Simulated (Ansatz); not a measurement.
# HSSi (SMILES [SiH]=S) (doublet): what the fields show

Input file:

```
crystal:
  periodic: [false, false, false]
  atoms:
    - symbol: S
      position_ang: [0.970601, 1.338053, 0.632064]
    - symbol: Si
      position_ang: [-0.846195, 0.656154, 0.398268]
    - symbol: H
      position_ang: [-1.207445, -0.051237, -0.893182]
basis:
  gaussian:
    orbitals: def2-TZVPD
magnetization:
  spin_polarized: true
  initial_magnetization: 1
hamiltonian:
  xc: {name: PBE0}
output: {forces: true, orbitals: {seedname: orbitals}}
```

Command:

```sh
ansatz run input.yaml --threads 1 --pin off --max-ram 2610MiB --events-out events.jsonl --progress --plain --runs-dir runs
```

Geometry: r2SCAN-D4/def2-TZVP.

The calculation used isolated molecule in a Gaussian basis; Kohn-Sham density functional theory, functional PBE0 (Ansatz).

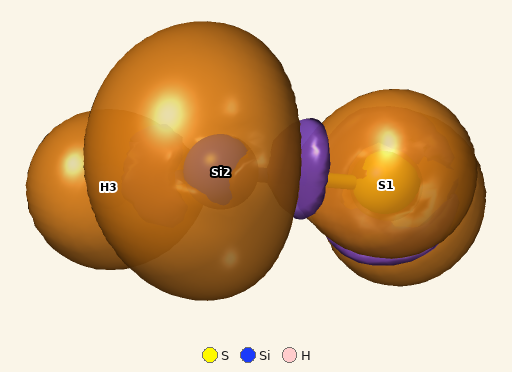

Figure 1. Isosurfaces of the spin density at +0.015 (orange) and −0.015 e/Å³ (purple), seen from one side.

> Where is the unpaired spin?

The unpaired spin (1 electron) lies mostly on Si2 (about 0.6), S1 (about 0.3) and H3 (about 0.1), in electrons by Hirshfeld's partition.

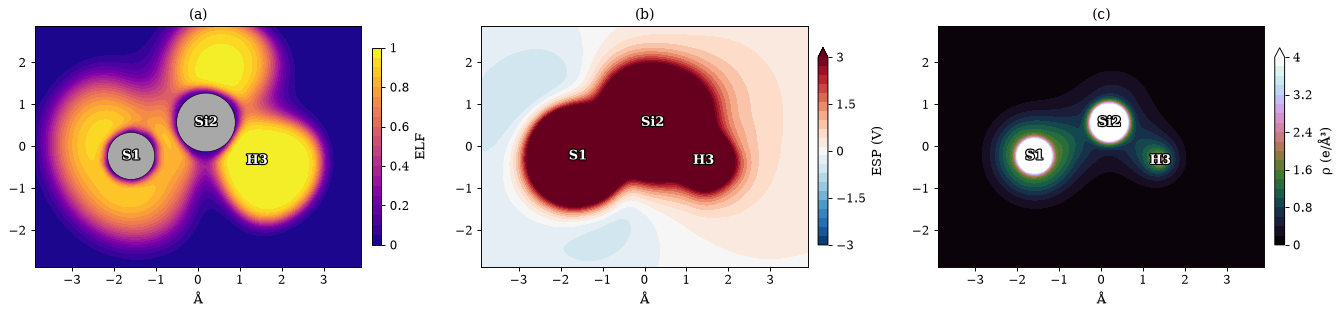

Figure 2. (a) electron localisation function; (b) molecular electrostatic potential; (c) electron density on the molecular plane. Grey discs cover the atomic cores in the ELF map.

> What does the map show?

The section cuts through S, Si and H sites.
Si–S (1.95 Å): ρ at the midpoint is about 1 e/Å³; the ELF peaks at about 0.85 between the atoms; a covalent bond.
Si–H (1.52 Å): ρ at the midpoint is about 0.78 e/Å³; the ELF climbs to about 1 towards the hydrogen, as it does in any bond to H.
The ELF also peaks beside S1 and Si2, away from the bonds: non-bonding electrons, paired or unpaired.
Outside the dense part of the molecule the potential is most negative (−0.7 V) near S1.

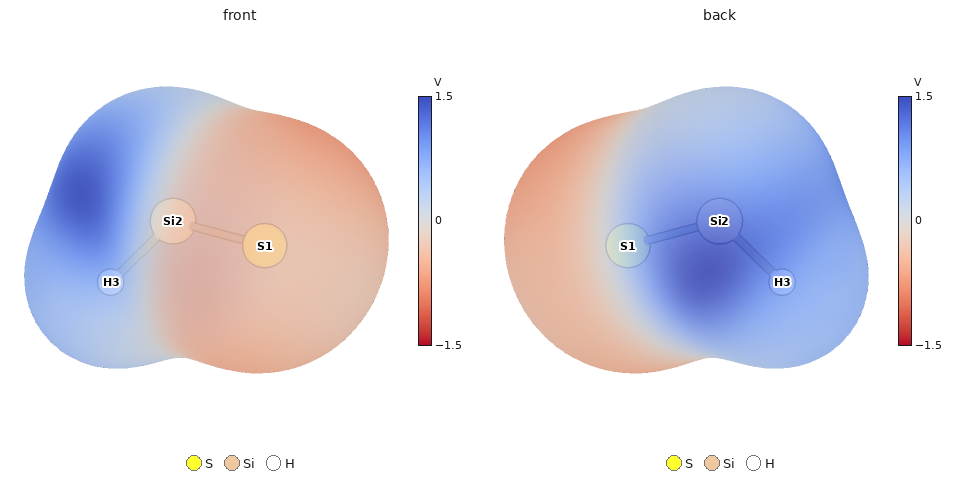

Figure 3. The electrostatic potential painted on the density surface at 0.001 e/bohr³, seen from the front and from behind; red is negative and blue positive.

> Which sites attract a positive test charge, and which a negative one?

A positive charge is drawn to the negative regions and a negative charge to the positive ones. The most negative region (about −0.7 V) lies over S1, the most positive (about +1.4 V) over Si2.

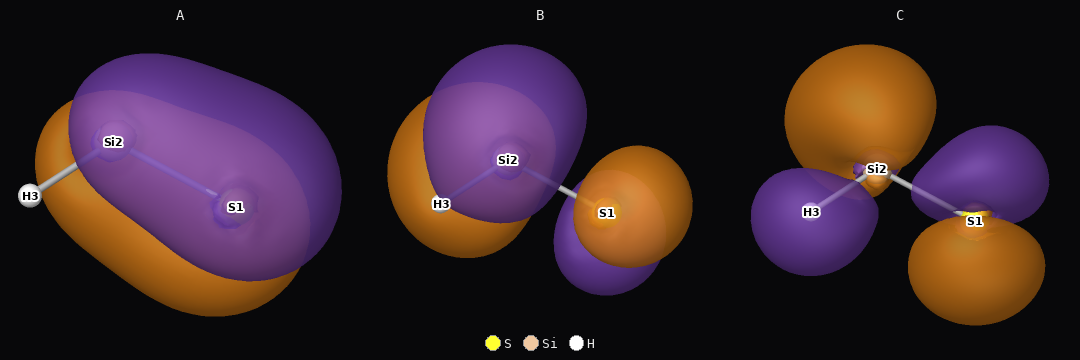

Figure 4. Three frontier orbitals at ±0.08 Å⁻³ᐟ² (orange and purple are the two phases), in no order.

> Order the three orbitals by energy and name them. All are α orbitals.

A is the HOMO−1 (α) (−8.27 eV). It lies mainly on S1 (about 70 %) and Si2 (about 30 %); it changes sign across the molecular plane (π type); π-bonding across S1–Si2. C is the HOMO (α) (−6.77 eV). By Hirshfeld shares it lies mainly on Si2 (about 45 %), S1 (about 45 %) and H3 (about 10 %); it is symmetric in the molecular plane (an in-plane orbital: σ, lone-pair or in-plane π type). B is the LUMO (α) (−2.79 eV). Its weight (Hirshfeld) is mainly on Si2 (about 70 %) and S1 (about 25 %); it changes sign across the molecular plane (π type); π-antibonding (a node) across S1–Si2.

> What is the gap between the highest occupied and lowest empty α orbitals?

3.98 eV between the orbital energies.
